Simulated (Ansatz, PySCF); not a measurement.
CH4 (SMILES C) and C3H8 (SMILES CCC) are pulled apart as rigid monomers along the line of their centres of mass, from the B3LYP-D3(BJ)/def2-TZVP minimum. Starting geometry (charge 0, multiplicity 1):
```xyz
16

C      0.018     0.159     0.175
H      0.112     0.267    -0.905
H     -0.896    -0.386     0.406
H      0.875    -0.389     0.563
H     -0.022     1.144     0.637
C      0.418    -1.295     3.828
C      0.488     0.224     3.960
C     -0.890     0.880     3.949
H      1.413    -1.745     3.835
H     -0.152    -1.734     4.651
H     -0.073    -1.585     2.896
H      1.091     0.632     3.145
H      1.008     0.486     4.886
H     -0.819     1.966     4.042
H     -1.421     0.659     3.020
H     -1.505     0.514     4.775
```

Interaction energies with rigid monomers; basis-set methods are counterpoise corrected unless marked otherwise.

Codes used: Ansatz (Gaussian orbitals); PySCF for the dispersion terms. 

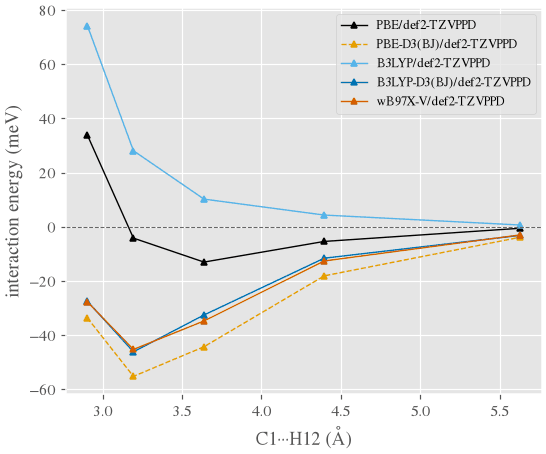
Figure. Interaction energy against separation

Problem. Which level binds most strongly at C1···H12 = 3.19, and by how much?

Solution. PBE-D3(BJ)/def2-TZVPPD, -55 meV.

Ansatz is a program for electronic structure.
